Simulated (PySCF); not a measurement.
**SVWN5/6-31G(d,p) (spherical functions) run of B2H2F4 (SMILES F[BH-]1[F+][BH-](F)[F+]1)**

Aim: the vertical ionisation energy of B2H2F4 at SVWN5/6-31G** (spherical functions), from 2 runs. 

The calculation is run with PySCF 2.14.0.

### 1 The molecule

B2H2F4: 8 atoms, total charge 0, spin state singlet. SMILES: `F[BH-]1[F+][BH-](F)[F+]1`. The coordinates come from a GFN2-xTB relaxation.

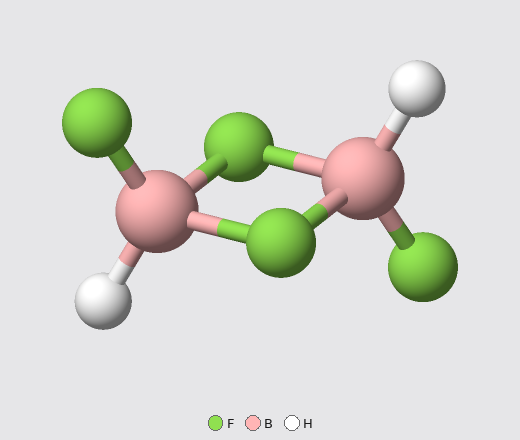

The structure, seen from a chosen angle (fluorine green, boron pink, hydrogen white).

### 2 The energy at SVWN5/6-31G(d,p) (spherical functions)

The input, geometry.xyz:

```xyz
8

F      1.043360    -1.440940     1.042990
B      0.990580    -0.282590     0.417020
F      0.244640    -0.475210    -0.901740
B     -0.990130     0.281940    -0.417440
F     -1.044440     1.440610    -1.043620
F     -0.245370     0.477470     0.902280
H      1.942170     0.392310     0.320140
H     -1.940820    -0.393590    -0.319620
```

The input, job.py:

```python
from pyscf import gto, dft

mol = gto.M(
    atom='geometry.xyz',
    basis='6-31g**',
    verbose=4,
    max_memory=1860,
)

mf = dft.RKS(mol)
mf.xc = 'svwn'
mf.conv_tol = 1e-10
mf.grids.level = 4
mf.kernel()
if not mf.converged:
    mf = mf.newton().run(mf.mo_coeff, mf.mo_occ)

e_final = mf.e_tot
print('E(%s) = %.9f' % ('SVWN5', e_final))
```

Launch:

```bash
$ OMP_NUM_THREADS=1 python job.py
```

The log of the run:

```text
PySCF version 2.14.0

[... 80 lines left out ...]
converged SCF energy = -447.37324151325
E(SVWN5) = -447.373241513
```

It took 11 s on 1 thread of Arm Neoverse V1, shared host; peak memory 0.3 GiB.

### 3 The doublet cation

Changes to geometry.xyz since step 2:

```diff
@@ -1,3 +1,3 @@
 8
-
+B2F4H2
 F      1.043360    -1.440940     1.042990
```

The input, run.py:

```python
from pyscf import gto, dft

molecule = gto.M(
    atom='geometry.xyz',
    charge=1,
    basis='6-31g**',
    verbose=3,
    max_memory=1860,
    spin=1,
)

mf = dft.UKS(molecule)
mf.xc = 'svwn'
mf.conv_tol = 1e-10
mf.grids.level = 4
mf.kernel()
if not mf.converged:
    mf = mf.newton().run(mf.mo_coeff, mf.mo_occ)

etot = mf.e_tot
print('Final energy', etot)
```

Launch:

```bash
$ OMP_NUM_THREADS=1 python run.py
```

The log of the run:

```text
converged SCF energy = -446.934276380659  <S^2> = 0.75097948  2S+1 = 2.0009792
Final energy -446.9342763806586
```

It took 23 s on 1 thread of Arm Neoverse V1, shared host; peak memory 0.32 GiB.

### 4 What came out

Level: SVWN5/6-31G** (spherical functions).

| quantity | value |
| --- | --- |
| singlet B2H2F4: total energy | -447.37324 Eh |
| singlet B2H2F4: dipole moment | 0.01 D |
| singlet B2H2F4: HOMO energy | -8.42 eV |
| singlet B2H2F4: LUMO energy | 0.18 eV |
| singlet B2H2F4: HOMO–LUMO gap | 8.61 eV |
| doublet cation: total energy | -446.93428 Eh |
| doublet cation: HOMO energy (highest over α and β) | -16.19 eV |
| doublet cation: LUMO energy (lowest over α and β) | -15.47 eV |
| doublet cation: ⟨S²⟩ | 0.751 |
| vertical ionisation energy (to the doublet cation) | 11.945 eV |

In words: The vertical ionisation energy comes to 11.94 eV (275 kcal/mol). The negative HOMO energy of the first species, 8.42 eV, lies 3.52 eV below that difference. Mulliken charges (singlet B2H2F4) run from -0.23 on F6 to +0.46 on B2; they depend strongly on the basis. Mulliken charges (doublet cation) run from -0.16 on F6 to +0.51 on B2.
